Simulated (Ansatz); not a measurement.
## Run report: BHBrF3, molecular dynamics (part 5 of 5)

Continued. System: BHBrF3. Method: RHF/def2-SVP (Ansatz 0.2.0). It belongs to a series of runs on one base structure; here: dynamics from the highest image of the converged band.

Geometry of the input (Å):
```
B  0.0115  -0.1735  0.0362
F  0.0096  0.0506  1.5183
F  1.1379  0.1833  -0.5029
F  -1.1378  0.1150  -0.4955
Br 0.0801  -2.4006  0.5686
H  0.0434  -1.0580  1.6675
```

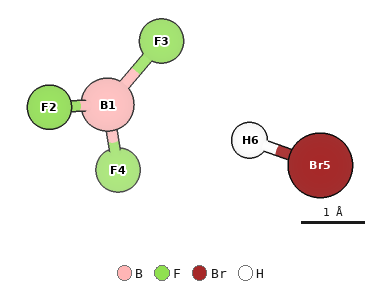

Figure 1. The geometry at step 175 of the log (ball-and-stick view, seen at a tilt; atoms are numbered from 1 in the order of the input).

### Trajectory as extended XYZ, continued
```
6
Properties=species:S:1:pos:R:3:forces:R:3 step=151 time_fs=75.5 energy=-78793.41864 temperature=3444.1
B    -0.0654    0.6802    0.0346    0.0901   1.3526   5.0257
F    -0.0746    1.2101    1.3042    0.1722  -0.6929  -2.4947
F     1.0797    0.2760   -0.3784   -0.0494  -0.1399  -1.1335
F    -1.2273    0.5411   -0.4764   -0.1955  -0.3259  -1.3651
Br    0.1467   -2.9027    0.6113    0.4094  -2.1126   2.3973
H    -0.0361   -2.0409   -0.3707   -0.4269   1.9188  -2.4297
6
Properties=species:S:1:pos:R:3:forces:R:3 step=153 time_fs=76.5 energy=-78793.52840 temperature=3650.8
B    -0.0672    0.6985    0.0403    0.2703   1.0259   4.4174
F    -0.0763    1.2288    1.2968    0.1910  -0.5716  -2.2271
F     1.0833    0.2807   -0.3777   -0.5161   0.0550  -0.9235
F    -1.2316    0.5489   -0.4755    0.0709  -0.2811  -1.2309
Br    0.1473   -2.9138    0.6112    0.2007  -1.3383   1.2874
H    -0.0252   -1.9483   -0.3188   -0.2168   1.1101  -1.3233
6
Properties=species:S:1:pos:R:3:forces:R:3 step=154 time_fs=77.0 energy=-78793.58061 temperature=3749.5
B    -0.0680    0.7080    0.0446    0.3340   0.8255   4.0153
F    -0.0772    1.2380    1.2927    0.2004  -0.4853  -2.0297
F     1.0850    0.2831   -0.3775   -0.7515   0.1630  -0.8068
F    -1.2337    0.5528   -0.4753    0.2335  -0.2502  -1.1402
Br    0.1477   -2.9194    0.6113    0.0705  -0.6658   0.5947
H    -0.0206   -1.8974   -0.2984   -0.0869   0.4128  -0.6333
6
Properties=species:S:1:pos:R:3:forces:R:3 step=156 time_fs=78.0 energy=-78793.60033 temperature=3787.3
B    -0.0694    0.7275    0.0560    0.4024   0.3550   3.0170
F    -0.0788    1.2563    1.2837    0.2191  -0.2542  -1.4945
F     1.0881    0.2880   -0.3775   -1.2023   0.3893  -0.5581
F    -1.2378    0.5604   -0.4753    0.5989  -0.1736  -0.9192
Br    0.1484   -2.9307    0.6114   -0.1457   0.7349  -0.5540
H    -0.0119   -1.7944   -0.2605    0.1276  -1.0514   0.5088
6
Properties=species:S:1:pos:R:3:forces:R:3 step=158 time_fs=79.0 energy=-78793.51044 temperature=3615.8
B    -0.0704    0.7474    0.0699    0.3969  -0.2060   1.7676
F    -0.0803    1.2744    1.2739    0.2375   0.0642  -0.7576
F     1.0905    0.2930   -0.3777   -1.6038   0.6130  -0.2989
F    -1.2416    0.5679   -0.4757    0.9885  -0.0819  -0.6593
Br    0.1491   -2.9418    0.6115   -0.2669   1.8147  -1.1957
H    -0.0019   -1.7012   -0.2182    0.2479  -2.2039   1.1439
6
Properties=species:S:1:pos:R:3:forces:R:3 step=160 time_fs=80.0 energy=-78793.38234 temperature=3370.2
B    -0.0710    0.7670    0.0855    0.3354  -0.8534   0.2974
F    -0.0816    1.2926    1.2638    0.2544   0.4745   0.1794
F     1.0922    0.2984   -0.3781   -1.9389   0.8146  -0.0406
F    -1.2449    0.5755   -0.4765    1.3655   0.0168  -0.3805
Br    0.1497   -2.9528    0.6114   -0.3093   2.4648  -1.4195
H     0.0103   -1.6289   -0.1651    0.2929  -2.9173   1.3637
6
Properties=species:S:1:pos:R:3:forces:R:3 step=161 time_fs=80.5 energy=-78793.32707 temperature=3264.0
B    -0.0712    0.7766    0.0934    0.2916  -1.2046  -0.4990
F    -0.0823    1.3018    1.2587    0.2617   0.7111   0.7113
F     1.0926    0.3012   -0.3783   -2.0787   0.9022   0.0846
F    -1.2463    0.5792   -0.4770    1.5388   0.0657  -0.2408
Br    0.1500   -2.9582    0.6113   -0.3097   2.6440  -1.4229
H     0.0175   -1.6028   -0.1337    0.2964  -3.1183   1.3668
6
Properties=species:S:1:pos:R:3:forces:R:3 step=163 time_fs=81.5 energy=-78793.26343 temperature=3141.4
B    -0.0715    0.7949    0.1088    0.1936  -1.9363  -2.1348
F    -0.0835    1.3205    1.2490    0.2730   1.2259   1.8439
F     1.0928    0.3072   -0.3787   -2.3003   1.0440   0.3195
F    -1.2485    0.5867   -0.4781    1.8377   0.1564   0.0247
Br    0.1506   -2.9687    0.6109   -0.2809   2.7344  -1.2787
H     0.0339   -1.5733   -0.0613    0.2769  -3.2245   1.2254
6
Properties=species:S:1:pos:R:3:forces:R:3 step=165 time_fs=82.5 energy=-78793.27466 temperature=3162.5
B    -0.0716    0.8114    0.1223    0.0980  -2.6407  -3.6650
F    -0.0845    1.3397    1.2401    0.2798   1.7402   2.9361
F     1.0917    0.3137   -0.3789   -2.4423   1.1361   0.5219
F    -1.2498    0.5944   -0.4791    2.0567   0.2304   0.2534
Br    0.1512   -2.9788    0.6105   -0.2208   2.4303  -0.9716
H     0.0529   -1.5745    0.0228    0.2286  -2.8962   0.9253
6
Properties=species:S:1:pos:R:3:forces:R:3 step=167 time_fs=83.5 energy=-78793.33868 temperature=3284.2
B    -0.0715    0.8256    0.1326    0.0145  -3.2018  -4.8449
F    -0.0854    1.3599    1.2327    0.2835   2.1568   3.7805
F     1.0895    0.3208   -0.3788   -2.5020   1.1754   0.6764
F    -1.2500    0.6021   -0.4800    2.1844   0.2804   0.4258
Br    0.1517   -2.9887    0.6099   -0.1363   1.5865  -0.5169
H     0.0742   -1.6030    0.1156    0.1558  -1.9972   0.4792
6
Properties=species:S:1:pos:R:3:forces:R:3 step=168 time_fs=84.0 energy=-78793.37100 temperature=3345.4
B    -0.0715    0.8316    0.1361   -0.0228  -3.3864  -5.2272
F    -0.0858    1.3704    1.2298    0.2852   2.2942   4.0434
F     1.0878    0.3246   -0.3787   -2.4997   1.1749   0.7310
F    -1.2497    0.6060   -0.4804    2.2126   0.2945   0.4862
Br    0.1520   -2.9936    0.6095   -0.0892   0.8993  -0.2433
H     0.0854   -1.6250    0.1640    0.1139  -1.2765   0.2100
6
Properties=species:S:1:pos:R:3:forces:R:3 step=170 time_fs=85.0 energy=-78793.38738 temperature=3376.1
B    -0.0715    0.8415    0.1397   -0.0932  -3.4919  -5.4729
F    -0.0865    1.3922    1.2253    0.2905   2.3721   4.1608
F     1.0837    0.3326   -0.3781   -2.4275   1.1340   0.7875
F    -1.2482    0.6140   -0.4809    2.1974   0.2979   0.5498
Br    0.1525   -3.0032    0.6088   -0.0073  -1.0296   0.3175
H     0.1085   -1.6761    0.2617    0.0401   0.7176  -0.3426
6
Properties=species:S:1:pos:R:3:forces:R:3 step=172 time_fs=86.0 energy=-78793.33640 temperature=3282.1
B    -0.0716    0.8482    0.1384   -0.1648  -3.2025  -5.0071
F    -0.0870    1.4152    1.2230    0.2996   2.1609   3.7206
F     1.0783    0.3412   -0.3771   -2.2601   1.0395   0.7685
F    -1.2457    0.6221   -0.4812    2.0872   0.2662   0.5352
Br    0.1530   -3.0130    0.6082    0.0132  -3.1965   0.6682
H     0.1321   -1.7202    0.3562    0.0249   2.9325  -0.6854
6
Properties=species:S:1:pos:R:3:forces:R:3 step=174 time_fs=87.0 energy=-78793.35218 temperature=3316.4
B    -0.0718    0.8521    0.1327   -0.2435  -2.5466  -3.9532
F    -0.0874    1.4394    1.2226    0.3114   1.6972   2.8408
F     1.0717    0.3503   -0.3757   -1.9916   0.8911   0.6747
F    -1.2421    0.6303   -0.4812    1.8814   0.2005   0.4455
Br    0.1535   -3.0232    0.6077   -0.0449  -4.2088   0.5755
H     0.1560   -1.7369    0.4444    0.0872   3.9667  -0.5832
6
Properties=species:S:1:pos:R:3:forces:R:3 step=175 time_fs=87.5 energy=-78793.42457 temperature=3454.3
B    -0.0720    0.8531    0.1285   -0.2862  -2.1116  -3.2756
F    -0.0875    1.4518    1.2229    0.3172   1.3992   2.3005
F     1.0681    0.3550   -0.3749   -1.8179   0.7971   0.6018
F    -1.2399    0.6345   -0.4812    1.7422   0.1563   0.3748
Br    0.1538   -3.0285    0.6074   -0.0800  -3.9179   0.4051
H     0.1682   -1.7313    0.4863    0.1246   3.6768  -0.4066
6
Properties=species:S:1:pos:R:3:forces:R:3 step=177 time_fs=88.5 energy=-78793.62450 temperature=3833.5
B    -0.0726    0.8539    0.1180   -0.3763  -1.1108  -1.7724
F    -0.0876    1.4770    1.2244    0.3264   0.7408   1.1568
F     1.0601    0.3648   -0.3731   -1.3910   0.5736   0.4115
F    -1.2349    0.6428   -0.4809    1.3910   0.0505   0.1886
Br    0.1543   -3.0394    0.6069   -0.0976  -2.0863   0.0957
H     0.1936   -1.6956    0.5676    0.1475   1.8323  -0.0802
6
Properties=species:S:1:pos:R:3:forces:R:3 step=179 time_fs=89.5 energy=-78793.71805 temperature=4012.8
B    -0.0735    0.8537    0.1059   -0.4649  -0.0464  -0.2431
F    -0.0876    1.5027    1.2265    0.3289   0.0822   0.0747
F     1.0514    0.3748   -0.3710   -0.8659   0.3116   0.1752
F    -1.2292    0.6512   -0.4805    0.9461  -0.0708  -0.0459
Br    0.1548   -3.0505    0.6065   -0.0314   0.1292   0.0331
H     0.2203   -1.6426    0.6480    0.0872  -0.4057   0.0059
6
Properties=species:S:1:pos:R:3:forces:R:3 step=181 time_fs=90.5 energy=-78793.64110 temperature=3867.1
B    -0.0748    0.8534    0.0936   -0.5359   0.9705   1.1709
F    -0.0874    1.5284    1.2286    0.3225  -0.5063  -0.8382
F     1.0422    0.3850   -0.3689   -0.2663   0.0257  -0.0855
F    -1.2231    0.6596   -0.4801    0.4186  -0.1975  -0.3123
Br    0.1553   -3.0616    0.6060    0.0723   1.7527   0.1694
H     0.2478   -1.5931    0.7283   -0.0111  -2.0452  -0.1042
6
Properties=species:S:1:pos:R:3:forces:R:3 step=182 time_fs=91.0 energy=-78793.56413 temperature=3720.1
B    -0.0756    0.8536    0.0877   -0.5581   1.4361   1.8086
F    -0.0873    1.5412    1.2296    0.3155  -0.7622  -1.2173
F     1.0376    0.3901   -0.3678    0.0488  -0.1203  -0.2168
F    -1.2199    0.6637   -0.4800    0.1306  -0.2598  -0.4514
Br    0.1555   -3.0671    0.6058    0.1242   2.2859   0.2690
H     0.2616   -1.5748    0.7682   -0.0611  -2.5796  -0.1921
6
Properties=species:S:1:pos:R:3:forces:R:3 step=184 time_fs=92.0 energy=-78793.40385 temperature=3412.8
B    -0.0777    0.8550    0.0774   -0.5619   2.2494   2.9178
F    -0.0868    1.5664    1.2309    0.2943  -1.1890  -1.8195
F     1.0284    0.4002   -0.3658    0.6754  -0.4046  -0.4637
F    -1.2135    0.6719   -0.4799   -0.4727  -0.3771  -0.7277
Br    0.1561   -3.0778    0.6054    0.2148   2.8966   0.4730
H     0.2886   -1.5577    0.8463   -0.1498  -3.1753  -0.3798
6
Properties=species:S:1:pos:R:3:forces:R:3 step=186 time_fs=93.0 energy=-78793.30304 temperature=3218.9
B    -0.0802    0.8583    0.0696   -0.4984   2.8819   3.7834
F    -0.0862    1.5911    1.2314    0.2641  -1.5045  -2.2317
F     1.0195    0.4102   -0.3640    1.2450  -0.6569  -0.6668
F    -1.2074    0.6799   -0.4802   -1.0742  -0.4774  -0.9813
Br    0.1566   -3.0883    0.6050    0.2795   3.0434   0.6409
H     0.3142   -1.5706    0.9208   -0.2161  -3.2863  -0.5444
6
Properties=species:S:1:pos:R:3:forces:R:3 step=188 time_fs=94.0 energy=-78793.29957 temperature=3211.9
B    -0.0832    0.8642    0.0652   -0.3636   3.3175   4.3834
F    -0.0855    1.6150    1.2307    0.2269  -1.7183  -2.4821
F     1.0113    0.4198   -0.3625    1.6959  -0.8507  -0.8030
F    -1.2018    0.6877   -0.4810   -1.6179  -0.5527  -1.1863
Br    0.1572   -3.0983    0.6048    0.3064   2.8042   0.7304
H     0.3378   -1.6148    0.9902   -0.2478  -3.0000  -0.6425
6
Properties=species:S:1:pos:R:3:forces:R:3 step=189 time_fs=94.5 energy=-78793.33276 temperature=3275.4
B    -0.0848    0.8683    0.0645   -0.2733   3.4585   4.5767
F    -0.0851    1.6266    1.2299    0.2063  -1.7904  -2.5546
F     1.0074    0.4244   -0.3619    1.8606  -0.9184  -0.8408
F    -1.1993    0.6914   -0.4816   -1.8490  -0.5783  -1.2621
Br    0.1575   -3.1032    0.6047    0.2987   2.5324   0.7267
H     0.3487   -1.6479    1.0226   -0.2432  -2.7037  -0.6459
6
Properties=species:S:1:pos:R:3:forces:R:3 step=191 time_fs=95.5 energy=-78793.43953 temperature=3479.5
B    -0.0882    0.8787    0.0661   -0.0647   3.5818   4.7337
F    -0.0842    1.6491    1.2273    0.1626  -1.8694  -2.6046
F     1.0005    0.4334   -0.3611    2.0476  -0.9849  -0.8490
F    -1.1950    0.6988   -0.4833   -2.1934  -0.6010  -1.3444
Br    0.1581   -3.1128    0.6045    0.2160   1.6263   0.5593
H     0.3688   -1.7325    1.0829   -0.1681  -1.7529  -0.4950
6
Properties=species:S:1:pos:R:3:forces:R:3 step=193 time_fs=96.5 energy=-78793.53472 temperature=3661.5
B    -0.0917    0.8923    0.0718    0.1485   3.4872   4.5638
F    -0.0833    1.6707    1.2234    0.1180  -1.8627  -2.5323
F     0.9947    0.4418   -0.3607    2.0371  -0.9545  -0.7642
F    -1.1919    0.7058   -0.4857   -2.3440  -0.5791  -1.3161
Br    0.1587   -3.1222    0.6044    0.0041   0.1961   0.0748
H     0.3874   -1.8335    1.1386    0.0362  -0.2870  -0.0259
6
Properties=species:S:1:pos:R:3:forces:R:3 step=195 time_fs=97.5 energy=-78793.55673 temperature=3705.5
B    -0.0950    0.9090    0.0817    0.3260   3.1673   4.0480
F    -0.0822    1.6914    1.2182    0.0751  -1.7641  -2.3315
F     0.9898    0.4498   -0.3606    1.8456  -0.8307  -0.5898
F    -1.1899    0.7125   -0.4888   -2.2805  -0.5071  -1.1638
Br    0.1594   -3.1315    0.6043   -0.3433  -1.5171  -0.7569
H     0.4064   -1.9372    1.1944    0.3770   1.4517   0.7940
6
Properties=species:S:1:pos:R:3:forces:R:3 step=196 time_fs=98.0 energy=-78793.54923 temperature=3693.3
B    -0.0966    0.9184    0.0880    0.3915   2.9215   3.6585
F    -0.0817    1.7014    1.2152    0.0551  -1.6762  -2.1777
F     0.9878    0.4536   -0.3607    1.6943  -0.7377  -0.4725
F    -1.1893    0.7158   -0.4906   -2.1718  -0.4514  -1.0411
Br    0.1597   -3.1362    0.6043   -0.5302  -2.2423  -1.2154
H     0.4170   -1.9848    1.2245    0.5612   2.1860   1.2483
6
Properties=species:S:1:pos:R:3:forces:R:3 step=198 time_fs=99.0 energy=-78793.57744 temperature=3750.6
B    -0.0995    0.9392    0.1029    0.4664   2.2586   2.6246
F    -0.0806    1.7207    1.2083    0.0199  -1.4108  -1.7503
F     0.9843    0.4610   -0.3611    1.3139  -0.5021  -0.1895
F    -1.1890    0.7221   -0.4945   -1.8267  -0.3024  -0.7124
Br    0.1602   -3.1459    0.6040   -0.7567  -2.7908  -1.7879
H     0.4427   -2.0632    1.2947    0.7831   2.7475   1.8155
6
Properties=species:S:1:pos:R:3:forces:R:3 step=200 time_fs=100.0 energy=-78793.70551 temperature=3993.6
B    -0.1019    0.9619    0.1202    0.4694   1.3780   1.2837
F    -0.0796    1.7393    1.2005   -0.0073  -1.0102  -1.1477
F     0.9814    0.4681   -0.3616    0.8797  -0.2213   0.1370
F    -1.1897    0.7283   -0.4987   -1.3648  -0.1107  -0.2984
Br    0.1607   -3.1559    0.6036   -0.6089  -1.9171  -1.4418
H     0.4756   -2.1163    1.3818    0.6319   1.8814   1.4672
```
